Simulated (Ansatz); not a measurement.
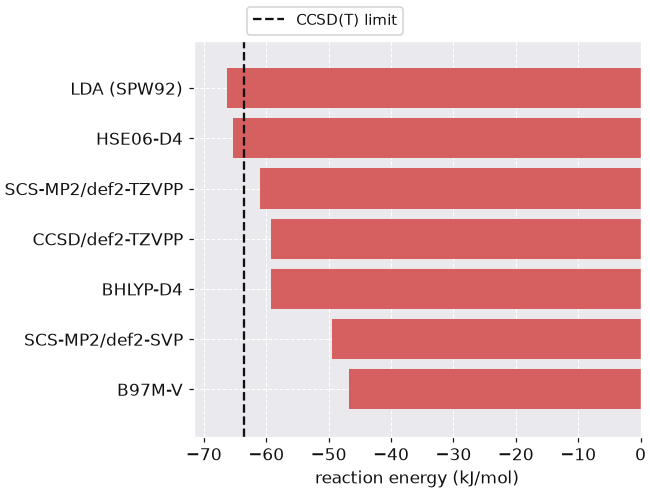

Electronic reaction energy of CdHOF ([OH][Cd][F]) + H₂S (S) → CdH₂SO ([OH][Cd][SH]) + HF (F) (SMILES in brackets) at several levels (functionals in def2-TZVPP unless a basis is named), isolated molecules at PBE0-D4 triple-zeta geometries, minima by their frequencies, no zero-point or thermal terms, the Ansatz code. The line is frozen-core CCSD(T) at the basis limit (MP2 extrapolated from triple and quadruple zeta, plus CCSD(T) less MP2 in a smaller set). The distance of SCS-MP2/def2-TZVPP, CCSD/def2-TZVPP and SCS-MP2/def2-SVP to the limit includes basis error. Core potentials past Kr.

What range do the values span, the line included?

Answer. From −66.3 kJ/mol (LDA (SPW92)) to −46.7 kJ/mol (B97M-V).

Give the values.

Answer.
| level | kJ/mol | less CCSD(T) limit |
| --- | --- | --- |
| LDA (SPW92) | −66.3 | −2.7 |
| HSE06-D4 | −65.4 | −1.8 |
| SCS-MP2/def2-TZVPP | −61.0 | 2.5 |
| CCSD/def2-TZVPP | −59.3 | 4.3 |
| BHLYP-D4 | −59.2 | 4.4 |
| SCS-MP2/def2-SVP | −49.5 | 14.1 |
| B97M-V | −46.7 | 16.9 |
| CCSD(T) limit | −63.6 | 0.0 |

Note: outer-core shells are correlated without core-valence functions, which makes the correlated values less sure.
